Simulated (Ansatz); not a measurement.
C$_{3}$H$_{9}$Sn (charge +1)

Input

```
crystal:
  periodic: [false, false, false]
  atoms:
    - {symbol: C, position_ang: [-1.297575, 0.923247, 1.830798]}
    - {symbol: C, position_ang: [-0.248858, 2.031740, 1.811615]}
    - {symbol: C, position_ang: [0.183424, 1.310881, -1.898686]}
    - {symbol: Sn, position_ang: [0.672113, 2.384851, -0.112480]}
    - {symbol: H, position_ang: [-1.700654, 0.828039, 2.851586]}
    - {symbol: H, position_ang: [-0.878035, -0.055568, 1.554075]}
    - {symbol: H, position_ang: [-2.146581, 1.138041, 1.164709]}
    - {symbol: H, position_ang: [-0.651792, 3.018506, 2.101163]}
    - {symbol: H, position_ang: [0.603422, 1.838472, 2.486788]}
    - {symbol: H, position_ang: [1.879949, 3.599943, -0.254793]}
    - {symbol: H, position_ang: [1.101124, 0.824279, -2.266079]}
    - {symbol: H, position_ang: [-0.598030, 0.567448, -1.696261]}
    - {symbol: H, position_ang: [-0.154128, 2.038919, -2.653541]}
basis:
  gaussian: {orbitals: def2-TZVPD}
total_charge: 1
hamiltonian: {xc: {name: PBE0}}
output: {forces: true, orbitals: {seedname: orbitals}}
```

Launched as:

```sh
ansatz run input.yaml --threads 2 --pin off --max-ram 4350MiB --events-out events.jsonl --progress --plain --runs-dir runs
```

Geometry: B3LYP-D3(BJ)/def2-SVP; core potentials replace the inner electrons of Sn.

Level of theory: isolated molecule in a Gaussian basis; Kohn-Sham density functional theory, functional PBE0 (Ansatz 0.2.0).

Question: What can the converged electron density and electron localisation function tell about the bonding?

Answer: C–C (1.53 Å): the density is about 1.6 e/Å³ at the midpoint; the ELF peaks at about 0.95 between the atoms; localised, covalent bonding.
C–Sn (2.14 Å): ρ is about 0.74 e/Å³ halfway; the ELF peaks at about 0.90 in the valence shell of C, 0.7 Å from its nucleus, and drops to about 0.20 between the two atoms.
C–H (1.10 Å): ρ at the midpoint is about 2 e/Å³; the ELF climbs to about 1 towards the hydrogen, as it does in any bond to H (a covalent bond by its length).
Sn–H (1.72 Å): the density is about 1.2 e/Å³ at the midpoint; the ELF climbs to about 1 towards the hydrogen.

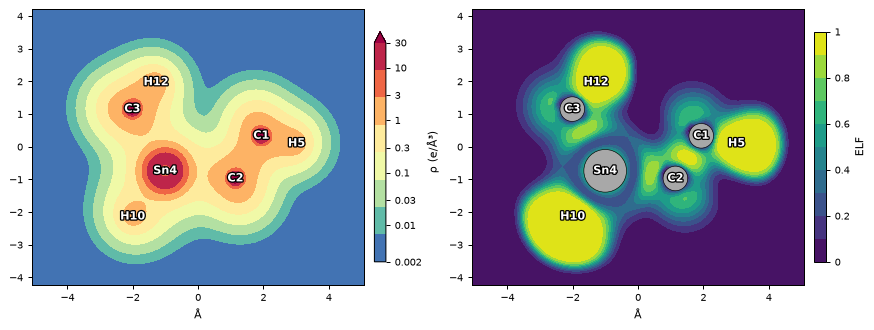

Computed electron density and electron localisation function on the plane of atoms C2, C1 and H5, in this order. Grey discs cover the atomic cores in the ELF map. 
